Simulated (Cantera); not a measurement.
Feed: 1 mol SiH₂Cl₂, 0.21 mol HCl, 65 mol H₂, at 0.133 bar.

Equilibrium computed with Cantera from the NASA thermochemical tables; the gas is ideal and each condensed phase is pure. Candidate condensed phases: Si; 19 gas species. The tables' values for SiCl, SiCl₃ are old estimates; treat these amounts as uncertain. Gases not in the tables: Si₂H₆ and higher silanes. Kinetics and transport are ignored.

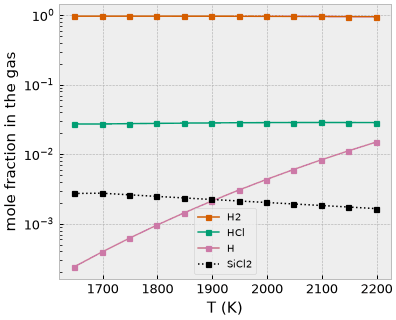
Figure: Equilibrium gas composition (values under 1e-9 drawn at 1e-9)

Task: Read off the mole fractions at 2048 K.

Result: H₂ about 0.96, HCl about 0.029, H about 0.0060, SiCl₂ about 0.0019.
